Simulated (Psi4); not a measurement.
**MP2/def2-TZVPPD (density fitting, density fitting for correlation, sweep point 5) run of CH5Al (SMILES [CH3][AlH2])**

Aim: the energy change on altering one bond length of CH5Al at MP2/def2-TZVPPD (density fitting, density fitting for correlation, sweep point 5), from 2 runs. 

The calculation is run with Psi4 1.11.

## Step 1: Starting point

CH5Al has 7 atoms, charge 0, and is taken as a singlet. SMILES: `[CH3][AlH2]`. The shape is that of a PBE0-D4/def2-TZVP optimisation.

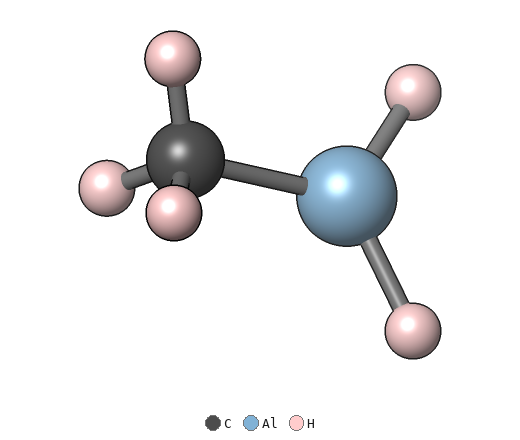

Viewed from a chosen angle; carbon dark grey, aluminium light blue, hydrogen pink.

## Step 2: The energy at MP2/def2-TZVPPD (density fitting, density fitting for correlation, sweep point 5)

ch5al.inp

```
memory 1.6 GB

molecule m {
  0 1
  C     -0.448500    -0.695600    -0.355500
  Al     0.562900     0.778300     0.424700
  H     -1.063100    -1.219600     0.380800
  H     -1.134400    -0.306400    -1.118200
  H      0.193400    -1.425500    -0.855600
  H      0.016000     1.549300     1.703400
  H      1.934800     1.251600    -0.225400
  symmetry c1
}

set basis def2-TZVPPD
set reference rhf
set puream true
set scf_type df
set num_frozen_docc 6

energy_value, wavefunction = energy('mp2', return_wfn=True)
print_variables()
```

On the command line:

```
$ psi4 -i ch5al.inp -o ch5al.out -n 1
```

ch5al.out:

```text
[...]
  Running in c1 symmetry.
[...]
  Nuclear repulsion =   50.618451726653156
[...]
  Multiplicity = 1
[...]
  Nalpha       = 12
  Nbeta        = 12
[...]
    Number of basis functions: 170
[...]
   @DF-RHF iter   1:  -282.61453422246473   -7.34745e-01   2.41400e-03 ADIIS/DIIS
[...]
   @DF-RHF iter  10:  -282.70516304278544   -1.85310e-11   3.96051e-09 DIIS
[...]
    Orbital Energies [Eh]
    ---------------------
    Doubly Occupied:
       1A    -58.458426     2A    -11.192583     3A     -4.875362
       4A     -3.190903     5A     -3.188106     6A     -3.187884
       7A     -0.920870     8A     -0.547979     9A     -0.544785
      10A     -0.539657    11A     -0.419800    12A     -0.409915
[...]
  @DF-RHF Final Energy:  -282.70516304278544
   => Energetics <=
    Nuclear Repulsion Energy =             50.6184517266531557
    One-Electron Energy =                -491.6946923276092889
    Two-Electron Energy =                 158.3710775581706969
    Total Energy =                       -282.7051630427854434
[...]
 Multipole Moments:
 ------------------------------------------------------------------------------------
     Multipole            Electronic (a.u.)      Nuclear  (a.u.)        Total (a.u.)
 ------------------------------------------------------------------------------------
 L = 1.  Multiply by 2.5417464519 to convert [e a0] to [Debye]
 Dipole X            :          1.2739764           -1.4049734           -0.1309970
 Dipole Y            :          1.7243935           -1.9307177           -0.2063243
 Dipole Z            :          1.0078805           -1.1061640           -0.0982835
 Magnitude           :                                                    0.2634190
[...]
```

Wall time 3.9 s (1 thread of Intel Xeon Platinum 8259CL at 2.50GHz (Skylake/Cascade Lake), shared host); peak memory 0.3 GiB.

## Step 3: The distorted shape at the same level

job.inp

```
memory 1.6 GB

molecule mol {
  0 1
  C     -0.311339    -0.773429    -0.202981
  Al     0.700061     0.700471     0.577219
  H     -0.925939    -1.297429     0.533319
  H     -1.134400    -0.306400    -1.118200
  H      0.330561    -1.503329    -0.703081
  H      0.153161     1.471471     1.855919
  H      2.071961     1.173771    -0.072881
  symmetry c1
}

set {
  puream true
  scf_type df
  num_frozen_docc 6
}

E, wfn = energy('mp2/def2-TZVPPD', return_wfn=True)
```

On the command line:

```
$ psi4 -i job.inp -o job.out -n 1
```

job.out:

```text
[...]
  Running in c1 symmetry.
[...]
  Nuclear repulsion =   49.912739190483535
[...]
  Multiplicity = 1
[...]
  Nalpha       = 12
  Nbeta        = 12
[...]
    Number of basis functions: 170
[...]
   @DF-RHF iter   1:  -282.59306021666276   -8.13430e-01   2.32911e-03 ADIIS/DIIS
[...]
   @DF-RHF iter  10:  -282.68352649104713   -4.93401e-11   5.16649e-09 DIIS
[...]
    Orbital Energies [Eh]
    ---------------------
    Doubly Occupied:
       1A    -58.460324     2A    -11.217618     3A     -4.877116
       4A     -3.192687     5A     -3.189887     6A     -3.189677
       7A     -0.903520     8A     -0.550098     9A     -0.549845
      10A     -0.498919    11A     -0.420882    12A     -0.410911
[...]
  @DF-RHF Final Energy:  -282.68352649104713
   => Energetics <=
    Nuclear Repulsion Energy =             49.9127391904835349
    One-Electron Energy =                -490.2695604748163305
    Two-Electron Energy =                 157.6732947932856348
    Total Energy =                       -282.6835264910471324
[...]
 Multipole Moments:
 ------------------------------------------------------------------------------------
     Multipole            Electronic (a.u.)      Nuclear  (a.u.)        Total (a.u.)
 ------------------------------------------------------------------------------------
 L = 1.  Multiply by 2.5417464519 to convert [e a0] to [Debye]
 Dipole X            :          1.4492085           -1.5217507           -0.0725423
 Dipole Y            :          1.6276446           -1.8644550           -0.2368104
 Dipole Z            :          1.2023007           -1.2360169           -0.0337162
 Magnitude           :                                                    0.2499567
[...]
```

It took 4.2 s on 1 thread of Intel Xeon Platinum 8259CL at 2.50GHz (Skylake/Cascade Lake), shared host; peak memory 0.29 GiB.

## Step 4: Outcome

At MP2/def2-TZVPPD (density fitting, density fitting for correlation, sweep point 5), 6 core orbitals frozen:

| quantity | value |
| --- | --- |
| first shape: total energy | -282.97622 Eh |
| first shape: HOMO energy (Hartree–Fock orbitals) | -11.15 eV |
| first shape: LUMO energy (Hartree–Fock orbitals) | 1.25 eV |
| first shape: HOMO–LUMO gap (Hartree–Fock orbitals) | 12.41 eV |
| first shape: correlation energy (6 core orbitals frozen) | -271.1 mEh |
| distorted shape: total energy | -282.95587 Eh |
| distorted shape: HOMO energy (Hartree–Fock orbitals) | -11.18 eV |
| distorted shape: LUMO energy (Hartree–Fock orbitals) | 1.19 eV |
| distorted shape: HOMO–LUMO gap (Hartree–Fock orbitals) | 12.37 eV |
| distorted shape: correlation energy (6 core orbitals frozen) | -272.3 mEh |
| energy change with the C1–H4 bond stretched from 1.097 to 1.316 Å | 0.554 eV |

In words: With the C1–H4 bond stretched from 1.097 to 1.316 Å the energy rises by 0.55 eV (53.4 kJ/mol). The first shape isn't relaxed at this level, so the change isn't measured from a minimum.
